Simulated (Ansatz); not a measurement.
# BNH2Cl2 (SMILES NB(Cl)Cl): levels of theory compared

Aim: a comparison of 6 runs (HF/STO-3G, HF/3-21G, HF/def2-SVP, PBE0/def2-SVP, PBE/aug-cc-pVDZ, MP2/6-31G) of BNH2Cl2. 

Program for the calculation: Ansatz 0.2.0.

6 further runs of the same task are left out: 1 for a known fault of the program, 1 that didn't finish, 4 set aside as unsound or not needed.

## Step 1: Starting point

The species is BNH2Cl2 (6 atoms), meant as a singlet with charge 0. As SMILES, `NB(Cl)Cl`. Geometry: relaxed at PBE0-D4/def2-TZVP.

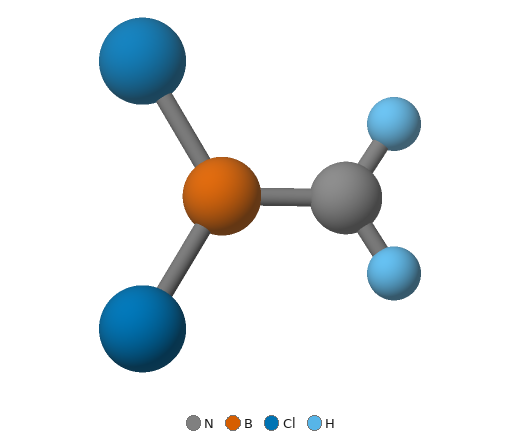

Viewed from a chosen angle; nitrogen grey, boron orange, chlorine blue, hydrogen blue.

## Step 2: Energy and forces at HF/STO-3G (run 1)

input.yaml

```yaml
crystal:
  periodic: [false, false, false]
  atoms:
    - {symbol: N, position_ang: [0.479500, 0.537500, 0.353200]}
    - {symbol: B, position_ang: [-0.329000, -0.400500, -0.264400]}
    - {symbol: Cl, position_ang: [-2.038200, -0.065500, -0.525000]}
    - {symbol: Cl, position_ang: [0.342900, -1.939100, -0.796300]}
    - {symbol: H, position_ang: [1.458300, 0.378700, 0.517300]}
    - {symbol: H, position_ang: [0.128700, 1.425000, 0.668800]}
basis:
  gaussian: {orbitals: STO-3G}
hamiltonian: {xc: hf}
accuracy: high
output: {forces: true, orbitals: {seedname: orbitals}}
```

On the command line:

```
$ ansatz run input.yaml --threads 1 --pin off --max-ram 2610MiB --events-out events.jsonl --progress --plain --runs-dir runs
```

The log of the run:

```text
Warning: RAYON_NUM_THREADS=1 ignored (pool sized by the plan → 1); use --threads N
Functional definition: HF
  name "HF"
  exchange = exact_x
  correlation = 0
574 factors; integrals over basis functions are off by at most 1.5e-8 eV
mean field evaluation 1: about -26898.2934 eV, gradient 2.2e1 eV
mean field evaluation 2: about -26898.3778 eV, gradient 2.2e1 eV
mean field evaluation 4: about -26900.4863 eV, gradient 1.3e0 eV
mean field evaluation 8: about -26900.4926 eV, gradient 3.7e-5 eV
mean field -26900.49260580 eV, -988.5748694545 hartree, gradient 1.5e-8 eV, S^2 0.000000; 0 other end points of the search recorded, 0 dependent functions left out
the calculation of the forces begins
reference -26900.49260580 eV, -988.5748694545 hartree; 24, 24 occupied and 6, 6 virtual orbitals, 574 factors
Total energy: -26900.49260580 eV, -988.5748694545 hartree
Atom 0 at     0.479500     0.537500     0.353200 Å, force    -0.967380    -1.116747    -0.736454 eV/Å
Atom 1 at    -0.329000    -0.400500    -0.264400 Å, force     0.816481     0.945289     0.622674 eV/Å
Atom 2 at    -2.038200    -0.065500    -0.525000 Å, force    -0.897450     0.256568    -0.100414 eV/Å
Atom 3 at     0.342900    -1.939100    -0.796300 Å, force     0.435070    -0.791440    -0.251985 eV/Å
Atom 4 at     1.458300     0.378700     0.517300 Å, force     0.791091    -0.026874     0.178400 eV/Å
Atom 5 at     0.128700     1.425000     0.668800 Å, force    -0.177813     0.733204     0.287779 eV/Å
Dipole moment:     0.448716     0.520700     0.342814 e Å
```

Wall time 0.65 s (1 thread of Arm Neoverse V1, shared host); peak memory 0.26 GiB.

## Step 3: Energy and forces at HF/3-21G (run 2)

molecule.yaml

```yaml
crystal:
  periodic: [false, false, false]
  atoms:
    - {symbol: N, position_ang: [0.479500, 0.537500, 0.353200]}
    - {symbol: B, position_ang: [-0.329000, -0.400500, -0.264400]}
    - {symbol: Cl, position_ang: [-2.038200, -0.065500, -0.525000]}
    - {symbol: Cl, position_ang: [0.342900, -1.939100, -0.796300]}
    - {symbol: H, position_ang: [1.458300, 0.378700, 0.517300]}
    - {symbol: H, position_ang: [0.128700, 1.425000, 0.668800]}
basis:
  gaussian: {orbitals: 3-21G.json}
hamiltonian: {xc: hf}
accuracy: high
output: {forces: true, orbitals: {seedname: orbitals}}
```

The basis set 3-21G is read from a file made from the Basis Set Exchange's data (not shown).

On the command line:

```
$ ansatz run molecule.yaml --threads 1 --pin off --max-ram 2610MiB --events-out events.jsonl --progress --plain --runs-dir runs
```

The log of the run, cut to the lines that bear on the results:

```text
Warning: RAYON_NUM_THREADS=1 ignored (pool sized by the plan → 1); use --threads N
[... 2 set-up lines as earlier in the session ...]
[...]
1098 factors; integrals over basis functions are off by at most 6.8e-9 eV
[...]
mean field -27063.92873999 eV, -994.5810366048 hartree, gradient 3.1e-8 eV, S^2 0.000000; 0 other end points of the search recorded, 0 dependent functions left out
[...]
reference -27063.92873999 eV, -994.5810366048 hartree; 24, 24 occupied and 24, 24 virtual orbitals, 1098 factors
Total energy: -27063.92873999 eV, -994.5810366048 hartree
Atom 0 at     0.479500     0.537500     0.353200 Å, force     0.160637     0.190552     0.124458 eV/Å
Atom 1 at    -0.329000    -0.400500    -0.264400 Å, force     0.555702     0.643403     0.423799 eV/Å
Atom 2 at    -2.038200    -0.065500    -0.525000 Å, force    -1.065197     0.233408    -0.151257 eV/Å
Atom 3 at     0.342900    -1.939100    -0.796300 Å, force     0.443630    -0.953557    -0.323023 eV/Å
Atom 4 at     1.458300     0.378700     0.517300 Å, force    -0.175447     0.044748    -0.022023 eV/Å
Atom 5 at     0.128700     1.425000     0.668800 Å, force     0.080676    -0.158555    -0.051954 eV/Å
Dipole moment:     0.477986     0.554676     0.365172 e Å
```

Run time: 1.1 s. Hardware: 1 thread of Arm Neoverse V1, shared host; peak memory 0.26 GiB.

Runs 3 to 4 aren't shown in full; the table further down has their settings and results.

## Step 4: Energy and gradient at PBE/aug-cc-pVDZ (run 5)

job.yaml

```yaml
crystal:
  periodic: [false, false, false]
  atoms:
    - {symbol: "N", position_ang: [0.479500, 0.537500, 0.353200]}
    - {symbol: B, position_ang: [-0.329000, -0.400500, -0.264400]}
    - {symbol: Cl, position_ang: [-2.038200, -0.065500, -0.525000]}
    - {symbol: Cl, position_ang: [0.342900, -1.939100, -0.796300]}
    - {symbol: H, position_ang: [1.458300, 0.378700, 0.517300]}
    - {symbol: H, position_ang: [0.128700, 1.425000, 0.668800]}
basis:
  gaussian:
    orbitals: aug-cc-pVDZ
hamiltonian:
  xc: {name: PBE}
accuracy: high
output: {forces: true, orbitals: {seedname: orbitals}}
```

On the command line:

```
$ ansatz run job.yaml --threads 1 --pin off --max-ram 2610MiB --events-out events.jsonl --progress --plain --runs-dir runs
```

The log of the run, cut to the lines that bear on the results:

```text
Warning: RAYON_NUM_THREADS=1 ignored (pool sized by the plan → 1); use --threads N
Functional definition: PBE
  name "PBE"
[...]
2361 factors; integrals over basis functions are off by at most 3.4e-9 eV
[...]
mean field -27235.45655594 eV, -1000.8845675754 hartree, gradient 3.8e-8 eV, S^2 0.000000; 0 other end points of the search recorded, 0 dependent functions left out
[...]
reference -27235.45656082 eV, -1000.8845677544 hartree; 24, 24 occupied and 94, 94 virtual orbitals, 2361 factors
Total energy: -27235.45656082 eV, -1000.8845677544 hartree
Atom 0 at     0.479500     0.537500     0.353200 Å, force     0.065606     0.080153     0.051948 eV/Å
Atom 1 at    -0.329000    -0.400500    -0.264400 Å, force    -0.114011    -0.133510    -0.087776 eV/Å
Atom 2 at    -2.038200    -0.065500    -0.525000 Å, force    -0.513812     0.108085    -0.074973 eV/Å
Atom 3 at     0.342900    -1.939100    -0.796300 Å, force     0.209187    -0.460523    -0.157196 eV/Å
Atom 4 at     1.458300     0.378700     0.517300 Å, force     0.542450    -0.084181     0.092683 eV/Å
Atom 5 at     0.128700     1.425000     0.668800 Å, force    -0.189422     0.489975     0.175314 eV/Å
Dipole moment:     0.339344     0.393807     0.259256 e Å
```

Wall time 15 s (1 thread of Arm Neoverse V1, shared host); peak memory 0.35 GiB.

## Step 5: Energy and gradient at MP2/6-31G (run 6)

in.yaml

```yaml
crystal:
  periodic: [false, false, false]
  atoms:
    - {symbol: "N", position_ang: [0.479500, 0.537500, 0.353200]}
    - {symbol: B, position_ang: [-0.329000, -0.400500, -0.264400]}
    - {symbol: Cl, position_ang: [-2.038200, -0.065500, -0.525000]}
    - {symbol: Cl, position_ang: [0.342900, -1.939100, -0.796300]}
    - {symbol: H, position_ang: [1.458300, 0.378700, 0.517300]}
    - {symbol: H, position_ang: [0.128700, 1.425000, 0.668800]}
basis:
  gaussian:
    orbitals: 6-31G
correlation:
  method: mp2
  frozen_orbitals: {B: 1, Cl: 5, H: 0, "N": 1}
accuracy: high
output: {forces: true, orbitals: {seedname: orbitals}}
```

On the command line:

```
$ ansatz run in.yaml --threads 1 --pin off --max-ram 2610MiB --events-out events.jsonl --progress --plain --runs-dir runs
```

The log of the run, cut to the lines that bear on the results:

```text
Warning: RAYON_NUM_THREADS=1 ignored (pool sized by the plan → 1); use --threads N
[... 2 set-up lines as earlier in the session ...]
[...]
1143 factors; integrals over basis functions are off by at most 3.2e-9 eV
[...]
mean field -27193.05795827 eV, -999.3264478496 hartree, gradient 1.3e-8 eV, S^2 0.000000; 0 other end points of the search recorded, 0 dependent functions left out
12 core orbitals not correlated: weight in the atoms' cores, before any rotation towards them, 1.000 or more for the frozen orbitals, at most 0.000 for the correlated occupied ones
reference -27193.05795827 eV, -999.3264478496 hartree; 12, 12 occupied and 24, 24 virtual orbitals, 1143 factors
second order -6.61558570 eV of doubles, -0.00000000 eV of singles
[...]
Total energy: -27199.67354396 eV, -999.5695661398 hartree
Atom 0 at     0.479500     0.537500     0.353200 Å, force     0.272132     0.319918     0.209681 eV/Å
Atom 1 at    -0.329000    -0.400500    -0.264400 Å, force     0.427175     0.494168     0.325584 eV/Å
Atom 2 at    -2.038200    -0.065500    -0.525000 Å, force    -1.627131     0.358819    -0.230050 eV/Å
Atom 3 at     0.342900    -1.939100    -0.796300 Å, force     0.680165    -1.456360    -0.492760 eV/Å
Atom 4 at     1.458300     0.378700     0.517300 Å, force     0.358607    -0.042124     0.067406 eV/Å
Atom 5 at     0.128700     1.425000     0.668800 Å, force    -0.110947     0.325580     0.120140 eV/Å
Dipole moment:     0.438758     0.509155     0.335198 e Å
```

Wall time 3.3 s (1 thread of Arm Neoverse V1, shared host); peak memory 0.26 GiB.

## Step 6: Overview of the runs

| run | level | frozen core orbitals | energy (Eh) | dipole moment (D) | HOMO energy (eV) | LUMO energy (eV) | wall time |
| --- | --- | --- | --- | --- | --- | --- | --- |
| 1 | HF/STO-3G | – | -988.574869 | 3.69 | -10.53 | 7.33 | 0.65 s |
| 2 | HF/3-21G | – | -994.581037 | 3.93 | -12.14 | 4.27 | 1.1 s |
| 3 | HF/def2-SVP | – | -999.092933 | 2.95 | -11.85 | 4.56 | 2.7 s |
| 4 | PBE0/def2-SVP | – | -1000.599333 | 2.96 | -8.37 | 0.66 | 8.1 s |
| 5 | PBE/aug-cc-pVDZ | – | -1000.884568 | 2.79 | -7.23 | -0.93 | 15 s |
| 6 | MP2/6-31G | 12 | -999.569566 | 3.61 | -12.13 | 4.12 | 3.3 s |

## Step 7: What came out

| quantity | value |
| --- | --- |
| run 6: total energy | -999.56957 Eh |
| run 6: dipole moment (correlated density) | 3.61 D |
| run 6: HOMO energy (Hartree–Fock orbitals) | -12.13 eV |
| run 6: LUMO energy (Hartree–Fock orbitals) | 4.12 eV |
| run 6: HOMO–LUMO gap (Hartree–Fock orbitals) | 16.25 eV |
| run 6: correlation energy (12 core orbitals frozen) | -243.1 mEh |
| run 6: largest force on an atom | 1.682 eV/Å |

What this shows: The dipole moment (its size) runs from 2.79 D (PBE/aug-cc-pVDZ) to 3.93 D (HF/3-21G). The two ends differ in method and basis. Over runs 1, 2, 3, 4, 5 the HOMO–LUMO gap runs from 6.30 eV (PBE/aug-cc-pVDZ) to 17.86 eV (HF/STO-3G). Totals of different functionals can't be ranked against each other. In run 1 the basis is minimal, so the values are rough. All runs together took 31 s, the longest 15 s.
